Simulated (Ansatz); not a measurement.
# triplet H2O at 6 levels

Aim: a comparison of 6 runs (UHF/3-21G, U-r2SCAN/3-21G, U-wB97X/3-21G, UB3LYP/3-21G, UBLYP/6-31G*, UMP2/3-21G) of triplet H2O. 

Program for the calculation: Ansatz 0.2.0.

67 further runs of the same task are left out: 1 that didn't finish, 66 set aside as unsound or not needed.

**1. The molecule**

H2O: 3 atoms, total charge 0, spin state triplet. SMILES of the parent species: `O`. The shape is that of a PBE0-D4/def2-TZVP optimisation. That shape belongs to the parent species and isn't relaxed for this state.

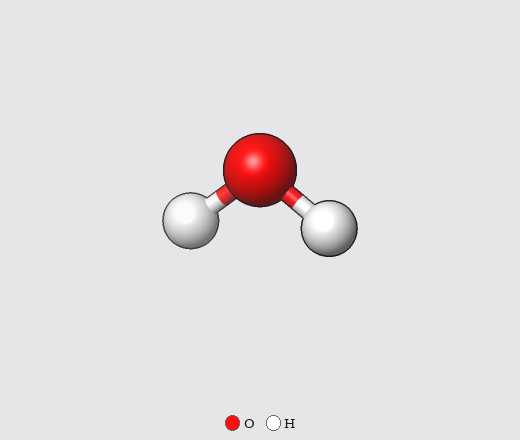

Viewed from a chosen angle; oxygen red, hydrogen white.

**2. A single-point energy at UHF/3-21G (run 1)**

molecule.yaml reads:

```yaml
crystal:
  periodic: [false, false, false]
  atoms:
    - {symbol: O, position_ang: [-0.302700, 0.200200, -0.140600]}
    - {symbol: H, position_ang: [0.466500, 0.548400, 0.315300]}
    - {symbol: H, position_ang: [-0.163800, -0.748600, -0.174700]}
basis:
  gaussian: {orbitals: 3-21G.json}
magnetization: {spin_polarized: true, initial_magnetization: 2}
hamiltonian: {xc: hf}
accuracy: high
```

The basis set 3-21G is read from a file made from the Basis Set Exchange's data (not shown).

Started as:

```console
ansatz run molecule.yaml --threads 1 --pin off --max-ram 2610MiB --events-out events.jsonl --progress --plain --runs-dir runs
```

Log:

```text
Warning: RAYON_NUM_THREADS=1 ignored (pool sized by the plan → 1); use --threads N
Functional definition: HF
  name "HF"
  exchange = exact_x
  correlation = 0
190 factors; integrals over basis functions are off by at most 5.7e-9 eV
mean field evaluation 1: about -2049.1744 eV, gradient 7.5e0 eV
mean field evaluation 2: about -2049.1782 eV, gradient 7.5e0 eV
mean field evaluation 4: about -2049.5134 eV, gradient 9.3e-1 eV
mean field evaluation 8: about -2049.5230 eV, gradient 1.7e-4 eV
mean field evaluation 16: about -2048.8229 eV, gradient 2.6e0 eV
mean field evaluation 32: about -2049.4798 eV, gradient 8.2e-1 eV
mean field -2049.52294994 eV, -75.3185791936 hartree, gradient 5.9e-8 eV, S^2 2.003451; 0 other end points of the search recorded, 0 dependent functions left out
reference -2049.52294994 eV, -75.3185791936 hartree; 6, 4 occupied and 7, 9 virtual orbitals, 190 factors
Total energy: -2049.52294994 eV, -75.3185791936 hartree
```

Run time: 0.08 s. Hardware: 1 thread of Arm Neoverse N1, shared host.

**3. A single-point energy at U-r2SCAN/3-21G (run 2)**

job.yaml reads:

```yaml
crystal:
  periodic: [false, false, false]
  atoms:
    - {symbol: O, position_ang: [-0.302700, 0.200200, -0.140600]}
    - {symbol: H, position_ang: [0.466500, 0.548400, 0.315300]}
    - {symbol: H, position_ang: [-0.163800, -0.748600, -0.174700]}
basis:
  gaussian: {orbitals: 3-21G.json}
magnetization: {spin_polarized: true, initial_magnetization: 2}
hamiltonian: {xc: r2scan}
accuracy: high
```

The basis set 3-21G is read from a file made from the Basis Set Exchange's data (not shown).

Started as:

```console
ansatz run job.yaml --threads 1 --pin off --max-ram 2610MiB --events-out events.jsonl --progress --plain --runs-dir runs
```

Log:

```text
Warning: RAYON_NUM_THREADS=1 ignored (pool sized by the plan → 1); use --threads N
Functional definition: r2SCAN
  name "r2SCAN"
  parameter k0 = 0.174
  parameter k1 = 0.065
  parameter a1 = 4.9479
  exchange = r2scan_x(k0 = k0, k1 = k1, a1 = a1)
  correlation = r2scan_c
190 factors; integrals over basis functions are off by at most 5.7e-9 eV
mean field evaluation 1: about -2058.2873 eV, gradient 7.9e0 eV
mean field evaluation 2: about -2058.3353 eV, gradient 7.2e0 eV
mean field evaluation 4: about -2058.4981 eV, gradient 2.8e-2 eV
mean field evaluation 8: about -2058.4928 eV, gradient 2.6e-3 eV
mean field evaluation 16: about -2058.4928 eV, gradient 1.6e-8 eV
mean field -2058.49282156 eV, -75.6482158956 hartree, gradient 1.6e-8 eV, S^2 2.001590; 0 other end points of the search recorded, 0 dependent functions left out
reference -2058.49282212 eV, -75.6482159163 hartree; 6, 4 occupied and 7, 9 virtual orbitals, 190 factors
Total energy: -2058.49282212 eV, -75.6482159163 hartree
```

Wall time 2.3 s (1 thread of Arm Neoverse N1, shared host); peak memory 0.12 GiB.

Runs 3 to 5 aren't shown in full; the table further down has their settings and results.

**4. The energy at UMP2/3-21G (run 6)**

in.yaml reads:

```yaml
crystal:
  periodic: [false, false, false]
  atoms:
    - {symbol: O, position_ang: [-0.302700, 0.200200, -0.140600]}
    - {symbol: H, position_ang: [0.466500, 0.548400, 0.315300]}
    - {symbol: H, position_ang: [-0.163800, -0.748600, -0.174700]}
basis:
  gaussian: {orbitals: 3-21G.json}
magnetization: {spin_polarized: true, initial_magnetization: 2}
correlation: {method: mp2, frozen_orbitals: {H: 0, O: 1}}
accuracy: high
```

The basis set 3-21G is read from a file made from the Basis Set Exchange's data (not shown).

Started as:

```console
ansatz run in.yaml --threads 1 --pin off --max-ram 2610MiB --events-out events.jsonl --progress --plain --runs-dir runs
```

Log:

```text
Warning: RAYON_NUM_THREADS=1 ignored (pool sized by the plan → 1); use --threads N
[... 4 set-up lines as earlier in the session ...]
190 factors; integrals over basis functions are off by at most 5.7e-9 eV
mean field evaluation 1: about -2049.1744 eV, gradient 7.5e0 eV
mean field evaluation 2: about -2049.1782 eV, gradient 7.5e0 eV
mean field evaluation 4: about -2049.5134 eV, gradient 9.3e-1 eV
mean field evaluation 8: about -2049.5230 eV, gradient 1.7e-4 eV
mean field evaluation 16: about -2049.5043 eV, gradient 6.1e-1 eV
mean field -2049.52294994 eV, -75.3185791936 hartree, gradient 5.9e-8 eV, S^2 2.003451; 2 other end points of the search recorded, 0 dependent functions left out
1 core orbitals not correlated: weight in the atoms' cores, before any rotation towards them, 1.000 or more for the frozen orbitals, at most 0.000 for the correlated occupied ones
reference -2049.52294994 eV, -75.3185791936 hartree; 5, 3 occupied and 7, 9 virtual orbitals, 190 factors
second order -2.59103949 eV of doubles, -0.00000000 eV of singles
Total energy: -2052.11398943 eV, -75.4137981386 hartree
```

Run time: 0.1 s. Hardware: 1 thread of Arm Neoverse N1, shared host.

**5. All runs side by side**

| run | level | frozen core orbitals | energy (Eh) | ⟨S²⟩ | wall time |
| --- | --- | --- | --- | --- | --- |
| 1 | UHF/3-21G | – | -75.318579 | 2.003 | 0.08 s |
| 2 | U-r2SCAN/3-21G | – | -75.648216 | 2.002 | 2.3 s |
| 3 | U-wB97X/3-21G | – | -75.653756 | 2.001 | 4.8 s |
| 4 | UB3LYP/3-21G | – | -75.690618 | 2.001 | 0.97 s |
| 5 | UBLYP/6-31G* (spherical functions) | – | -76.103084 | 2.001 | 1 s |
| 6 | UMP2/3-21G | 1 | -75.413798 | 2.003 | 0.1 s |

**6. Results**

```
                                         quantity         value
                              run 6: total energy  -75.41380 Eh
run 6: correlation energy (1 core orbital frozen)     -95.2 mEh
         run 6: ⟨S²⟩ of the reference determinant         2.003
```

In words: Totals of different functionals can't be ranked against each other. All runs together took 9.3 s, the longest 4.8 s.
